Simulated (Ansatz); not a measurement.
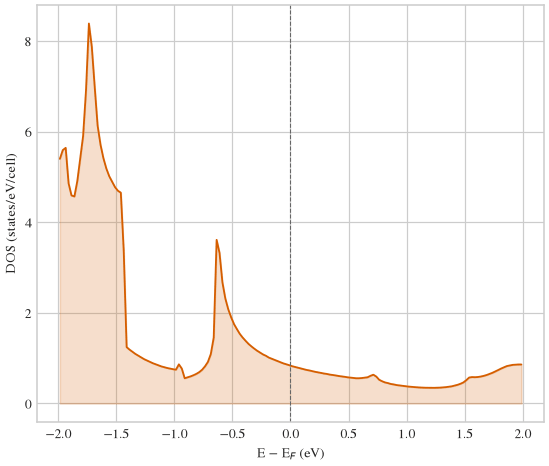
Density of states of NiGa (Pm-3m) near the Fermi level, PBEsol, rigid bands in Ansatz (a program for electronic structure).

With 2 atoms a cell, what bare Sommerfeld coefficient γ = (π²/3) k_B² N(E_F) follows?

N(E_F) ≈ 0.84 states/eV a cell at 300 K, so γ ≈ 0.99 mJ/(mol of atoms·K²), before electron-phonon enhancement.

How far does the Fermi level move in a rigid band for 0.1 electron a cell added or removed?

126 meV and -113 meV.

A metal at this level (no band gap); rigid bands, thermally averaged at 300 K, both spins. Spin-orbit coupling is left out. Geometry: cell and atoms relaxed with PBEsol.

Formula and space group known from diffraction (Crystallography Open Database), not checked to be the room-temperature form: NiGa (Pm-3m). Treated as nonmagnetic (a ferromagnetic start lost its moment, other orders weren't tried): NiGa (Pm-3m).
